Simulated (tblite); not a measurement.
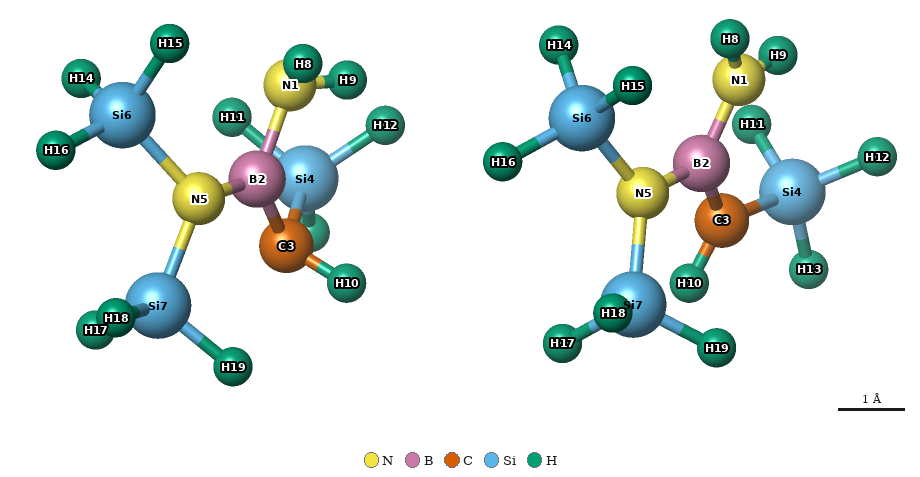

Two geometries of CH12BN2Si3 (multiplicity 2), drawn at one scale. One is the start of a relaxation, the other its converged end. The picture is a ball-and-stick view, seen from a free direction.

Computed with GFN2-xTB geometry optimisation, gas phase (tblite). 

**Which geometry has the lower energy?**

The right one is the relaxed one. Over 170 geometry steps the energy falls by 125.8 kJ/mol. The largest move after the best rigid fit is that of H10, 1.88 Å. By element the largest moves are H 1.88 Å, C 0.58 Å, Si 0.48 Å, B 0.36 Å, N 0.35 Å. Near-neighbour distances that change, for instance: N1–B2 1.533 → 1.406 Å, N1–H8 1.064 → 1.004 Å, B2–C3 1.580 → 1.532 Å, B2–N5 1.497 → 1.455 Å. Among the angles between lasting bonds that change: B2–C3–Si4 105.9° → 127.2°, B2–N1–H8 104.6° → 123.8°, B2–N1–H9 113.6° → 122.4°.
